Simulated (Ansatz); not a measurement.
# Depolarisation of Sr on Al(100): the Topping model put to the test

In Topping's model the dipole per adsorbate falls as μ = μ₀/(1 + 9αn^(3/2)), with n the density and α a polarisability, so 1/μ is a straight line in n^(3/2).

**Method.** Ansatz 0.2.0, plane waves with PAW datasets (its set soft_2), r2SCAN; 4 layers at the tabulated experimental lattice constant with the lower two held, adsorbates relaxed from the hollow site, dipole correction. μ is the change of the cell's dipole per adsorbate, positive end outwards.

| run | n^(3/2) (nm⁻³) | 1/μ (1/D) |
| --- | --- | --- |
| 0.0625 ML | 0.67 | 0.169 |
| 0.111 ML | 1.58 | ? |
| 0.25 ML | 5.32 | 0.654 |

**Question.** What value belongs in the row marked “?”, and how far can the other rows tell?

Two rows fix a line: slope = (0.654 − 0.169) / (5.32 − 0.67) = 0.1043, intercept 0.0991. The intercept gives μ₀ = 1/0.0991 = 10.09 D, and slope over intercept 9α = 1.052 nm³, or α = 117 Å³, an effective value that holds the metal's image. At 1.58 it gives 0.1043 × 1.58 + 0.0991 = 0.264 1/D. Rounding of the rows alone allows about ±0.001 1/D there; two rows can't show whether the line holds.

The run itself gives 0.204 1/D: a miss of −0.060 1/D, or 29.4 % of the value. In dipoles that is 3.79 D predicted against 4.90 D found. A miss this large means that the model doesn't hold over this range, and μ₀ and α above are fit values without physical meaning.

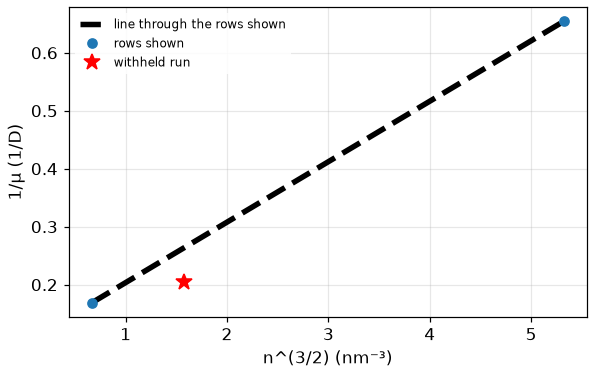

The fit and the withheld run.

**Limits.** Heights and bonding change with coverage, which the model leaves out; its factor is about 9 for square and hexagonal arrays and differs for rectangular ones and rows; and slabs this thin add errors of their own. Other coverages were run too and are left out of this fit, which takes cells with one adsorbate each. The test is put only to electropositive adsorbates whose dipole falls by a fifth or more between the two rows shown.
